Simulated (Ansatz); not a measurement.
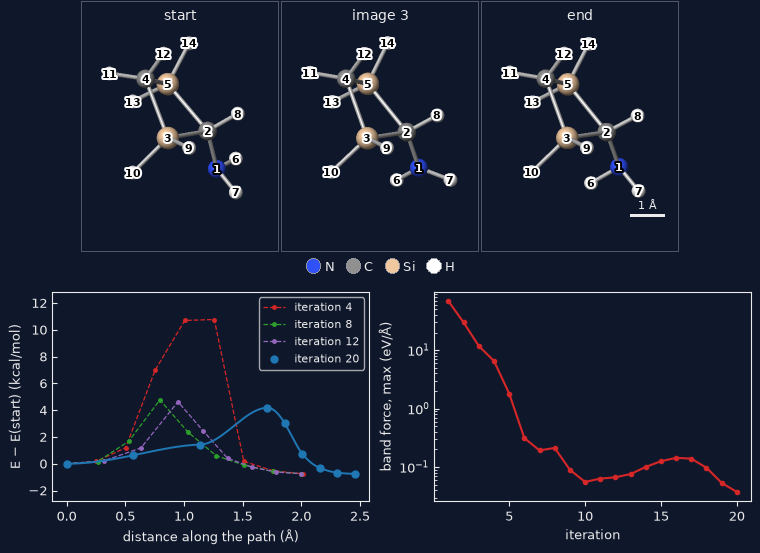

A nudged-elastic-band calculation for C₂H₉NSi₂. Images are numbered from 0 (start) to 8 (end). The plot follows the band through its iterations. Style: ball-and-stick. Shown from a free direction.

The calculation used RKS PBE-D4/def2-mTZVP (Ansatz 0.2.0). Run with 7 movable images; climbing image; force threshold 0.05 eV/Å; iteration limit 60; starting path by straight interpolation.

Question: Did the band converge, and can the barrier be trusted?

Answer: The run is converged, with reservations. The band converged in 20 iterations. The largest component of the band force went from 68 to 0.037 eV/Å. The climbing image converged on the top of the path. Its curvatures weren't checked. The straight starting path can push atoms close together and costs iterations. The first iteration put the highest image at 224.98 kcal/mol. The highest point, image 3, lies 4.18 kcal/mol above the start and 4.93 kcal/mol above the end; the end is at −0.75 kcal/mol relative to the start.

Cost: 6.9 min on 2 threads of Intel(R) Xeon(R) Platinum 8259CL CPU @ 2.50GHz (Skylake/Cascade Lake), on a shared host, peak memory 0.21 GiB.
